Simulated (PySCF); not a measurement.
# C2H5ClO2S: the cost of one run

The runs use PySCF 2.14.0, with density-fitted response routines of our own; the level of theory stands in each step. All values are computed, except where a source is named. Atoms are numbered from 0 throughout.

## (1) The molecule as given

11 atoms, charge 0, multiplicity 1; geometry from: GFN2-xTB. The atoms were then displaced at random by about 0.01 Å, so the start is not that level's minimum.

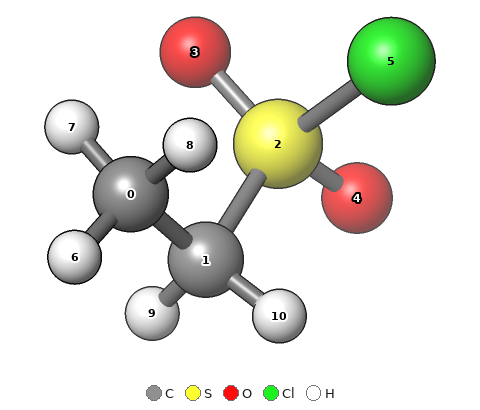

The starting geometry (carbon grey, sulfur yellow, oxygen red, chlorine green, hydrogen white), atoms numbered; sticks join atoms by distance.

## (2) Relaxing the molecule at PBE0-D3(BJ)/def2-TZVP

Job settings and geometry (Å):

```
{"job": {"xc": "PBE0", "basis": "def2-TZVP", "d3": "d3bj", "grid": 2, "shake": 0.01, "kind": "geom"}, "charge": 0, "multiplicity": 1}
C     -1.232030     0.290280    -0.278450
C     -0.282460    -0.402400     0.610420
S      1.328930    -0.258000    -0.165210
O      1.317300    -0.595540    -1.542850
O      2.347780    -0.872220     0.645730
Cl     1.661230     1.761060    -0.061020
H     -2.267090     0.161430     0.052120
H     -1.137960    -0.060470    -1.301090
H     -1.048270     1.388860    -0.274570
H     -0.459500    -1.469800     0.687460
H     -0.189810     0.030960     1.611800
```

Launch:

```console
$ OMP_NUM_THREADS=1 python probes_run.py task.json out
```

One launch serves the whole session: the jobs run in the order shown.

Q: Estimate the wall time and peak memory of this first job on 1 thread of Arm Neoverse N1, shared host.

About 4.9 min, with a peak of 1.1 GiB.
